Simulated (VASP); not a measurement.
Band structure of PtSb2 (pyrite). These are PBE GGA, VASP's PBE PAW potentials (set 64) (plane waves; VASP) values and carry that method's errors.

Unless said otherwise, spin-orbit coupling is left out, though it shifts the bands of the heavy elements here.

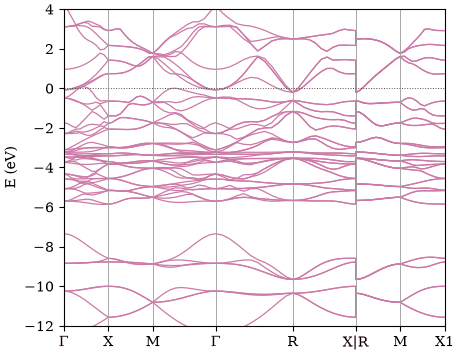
*Bands along high-symmetry lines, zero at the valence-band maximum or, without a gap, the Fermi level*

Task: Read the plot: is there a gap, and where are the band edges?

Result: It has no gap at this level: it comes out as a metal or semimetal. (Edges off the drawn lines would not show.)

Measured: gap 0.11 eV (computed value off by -0.11 eV), as given by Y. Saeed et al., Journal of Applied Physics (2013), arXiv:1402.4256.

The compound is PtSb2 in the pyrite structure. It was relaxed first, which changed the volume by +5 %.
